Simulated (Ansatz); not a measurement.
**AlClF2 (SMILES [F][Al]([F])[Cl]): levels of theory compared**

We compute a comparison of 6 runs (BHLYP/def2-SVPD, PBE/def2-SVPD, r2SCAN/def2-SVPD, wB97M-V/def2-SVPD, RPA@PBE0/def2-SVPD, MP2/def2-SVPD) of AlClF2. 

Program for the calculation: Ansatz 0.2.0.

46 further runs of the same task are left out: 46 set aside as unsound or not needed.

### 1 Starting point

AlClF2: 4 atoms, total charge 0, spin state singlet. SMILES: `[F][Al]([F])[Cl]`. One bond was lengthened or shortened from a relaxed shape.

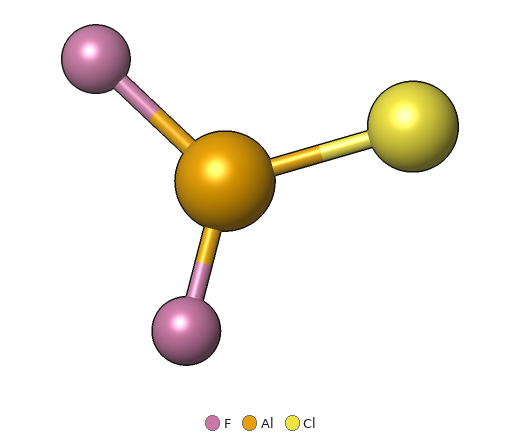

Viewed from a chosen angle; fluorine pink, aluminium amber, chlorine yellow.

### 2 A single-point energy at BHLYP/def2-SVPD (run 1)

File in.yaml:

```yaml
crystal:
  periodic: [false, false, false]
  atoms:
    - {symbol: F, position_ang: [1.136386, 0.837635, 1.314049]}
    - {symbol: Al, position_ang: [0.069280, -0.050750, 0.053570]}
    - {symbol: F, position_ang: [0.273490, -1.653820, -0.164660]}
    - {symbol: Cl, position_ang: [-1.339980, 0.982810, -1.038560]}
basis:
  gaussian: {orbitals: def2-SVPD}
accuracy: high
hamiltonian: {xc: {name: BHLYP}}
output: {orbitals: {seedname: orbitals}}
```

The run is started by

```
ansatz run in.yaml --threads 1 --pin off --max-ram 3480MiB --events-out events.jsonl --progress --plain --runs-dir runs
```

What it wrote:

```text
Warning: RAYON_NUM_THREADS=1 ignored (pool sized by the plan → 1); use --threads N
Functional definition: BHLYP
  name "BHLYP"
  parameter a = 0.5
  exchange = (1 - a)*b88_x + a*exact_x
  correlation = lyp_c
1799 factors; integrals over basis functions are off by at most 3.6e-9 eV
mean field evaluation 1: about -24543.0597 eV, gradient 4.9e1 eV
mean field evaluation 2: about -24540.1757 eV, gradient 6.7e1 eV
mean field evaluation 4: about -24547.0063 eV, gradient 1.7e0 eV
mean field evaluation 8: about -24547.1873 eV, gradient 4.8e-1 eV
mean field evaluation 16: about -24547.1879 eV, gradient 2.0e-5 eV
mean field -24547.18793193 eV, -902.0925178170 hartree, gradient 2.3e-8 eV, S^2 0.000000; 0 other end points of the search recorded, 0 dependent functions left out
reference -24547.18795598 eV, -902.0925187008 hartree; 24, 24 occupied and 73, 73 virtual orbitals, 1799 factors
Total energy: -24547.18795598 eV, -902.0925187008 hartree
```

Wall time 7.2 s (1 thread of Arm Neoverse V2, shared host); peak memory 0.3 GiB.

### 3 The energy at PBE/def2-SVPD (run 2)

File input.yaml:

```yaml
basis:
  gaussian:
    orbitals: def2-SVPD
crystal:
  periodic: [false, false, false]
  atoms:
    - symbol: F
      position_ang: [1.136386, 0.837635, 1.314049]
    - symbol: Al
      position_ang: [0.069280, -0.050750, 0.053570]
    - symbol: F
      position_ang: [0.273490, -1.653820, -0.164660]
    - symbol: Cl
      position_ang: [-1.339980, 0.982810, -1.038560]
magnetization:
  spin_polarized: false
  initial_magnetization: 0
hamiltonian:
  xc: {name: PBE}
accuracy: high
output:
  orbitals: {seedname: orbitals}
```

The run is started by

```
ansatz run input.yaml --threads 1 --pin off --max-ram 3480MiB --events-out events.jsonl --progress --plain --runs-dir runs
```

What it wrote:

```text
Warning: RAYON_NUM_THREADS=1 ignored (pool sized by the plan → 1); use --threads N
Functional definition: PBE
  name "PBE"
  parameter kappa = 0.804
  parameter beta = 0.06672455060314922
  exchange = pbe_x(kappa = kappa, mu = beta*pi^2/3)
  correlation = pbe_c(beta = beta)
1799 factors; integrals over basis functions are off by at most 3.6e-9 eV
mean field evaluation 1: about -24529.7387 eV, gradient 5.7e1 eV
mean field evaluation 2: about -24488.0560 eV, gradient 1.7e2 eV
mean field evaluation 4: about -24534.9356 eV, gradient 1.2e1 eV
mean field evaluation 8: about -24535.1604 eV, gradient 3.7e-1 eV
mean field evaluation 16: about -24535.1606 eV, gradient 8.5e-6 eV
mean field -24535.16064679 eV, -901.6505232402 hartree, gradient 1.6e-8 eV, S^2 0.000000; 0 other end points of the search recorded, 0 dependent functions left out
reference -24535.16065054 eV, -901.6505233780 hartree; 24, 24 occupied and 73, 73 virtual orbitals, 1799 factors
Total energy: -24535.16065054 eV, -901.6505233780 hartree
```

Wall time 4.8 s (1 thread of Arm Neoverse V2, shared host); peak memory 0.23 GiB.

Runs 3 to 5 aren't shown in full; the table further down has their settings and results.

### 4 A single-point energy at MP2/def2-SVPD (run 6)

File input.yaml:

```yaml
crystal:
  periodic: [false, false, false]
  atoms:
    - {symbol: F, position_ang: [1.136386, 0.837635, 1.314049]}
    - {symbol: Al, position_ang: [0.069280, -0.050750, 0.053570]}
    - {symbol: F, position_ang: [0.273490, -1.653820, -0.164660]}
    - {symbol: Cl, position_ang: [-1.339980, 0.982810, -1.038560]}
basis:
  gaussian:
    orbitals: def2-SVPD
correlation:
  method: mp2
  frozen_orbitals: {Al: 5, Cl: 5, F: 1}
magnetization:
  spin_polarized: false
accuracy: high
```

The run is started by

```
ansatz run input.yaml --threads 1 --pin off --max-ram 3480MiB --events-out events.jsonl --progress --plain --runs-dir runs
```

What it wrote:

```text
Warning: RAYON_NUM_THREADS=1 ignored (pool sized by the plan → 1); use --threads N
Functional definition: HF
  name "HF"
  exchange = exact_x
  correlation = 0
1799 factors; integrals over basis functions are off by at most 3.6e-9 eV
mean field evaluation 1: about -24490.9569 eV, gradient 4.1e1 eV
mean field evaluation 2: about -24490.9958 eV, gradient 4.1e1 eV
mean field evaluation 4: about -24494.0402 eV, gradient 1.8e0 eV
mean field evaluation 8: about -24494.0648 eV, gradient 2.5e-4 eV
mean field -24494.06475267 eV, -900.1402769874 hartree, gradient 3.2e-8 eV, S^2 0.000000; 0 other end points of the search recorded, 0 dependent functions left out
12 core orbitals not correlated: weight in the atoms' cores, before any rotation towards them, 1.000 or more for the frozen orbitals, at most 0.000 for the correlated occupied ones
reference -24494.06475267 eV, -900.1402769874 hartree; 12, 12 occupied and 73, 73 virtual orbitals, 1799 factors
second order -16.39256749 eV of doubles, -0.00000000 eV of singles
Total energy: -24510.45732016 eV, -900.7426927312 hartree
```

Wall time 2.4 s (1 thread of Arm Neoverse V2, shared host); peak memory 0.25 GiB.

### 5 All runs side by side

| run | level | frozen core orbitals | energy (Eh) | HOMO energy (eV) | LUMO energy (eV) | HOMO–LUMO gap (eV) | wall time |
| --- | --- | --- | --- | --- | --- | --- | --- |
| 1 | BHLYP/def2-SVPD | – | -902.092519 | -11.64 | -1.43 | 10.21 | 7.2 s |
| 2 | PBE/def2-SVPD | – | -901.650523 | -8.78 | -3.01 | 5.77 | 4.8 s |
| 3 | r2SCAN/def2-SVPD | – | -902.026819 | -9.17 | -2.49 | 6.68 | 11 s |
| 4 | wB97M-V/def2-SVPD | – | -902.087907 | -12.64 | -0.62 | 12.02 | 56 s |
| 5 | RPA@PBE0/def2-SVPD | 12 | -900.935442 | – | – | – | 11 s |
| 6 | MP2/def2-SVPD | 12 | -900.742693 | – | – | – | 2.4 s |

### 6 What came out

| quantity | value |
| --- | --- |
| run 6: total energy | -900.74269 Eh |
| run 6: correlation energy (12 core orbitals frozen) | -602.4 mEh |

Over runs 1, 2, 3, 4 the HOMO–LUMO gap runs from 5.77 eV (PBE/def2-SVPD) to 12.02 eV (wB97M-V/def2-SVPD). Totals of different functionals can't be ranked against each other. All runs together took 91 s, the longest 56 s.
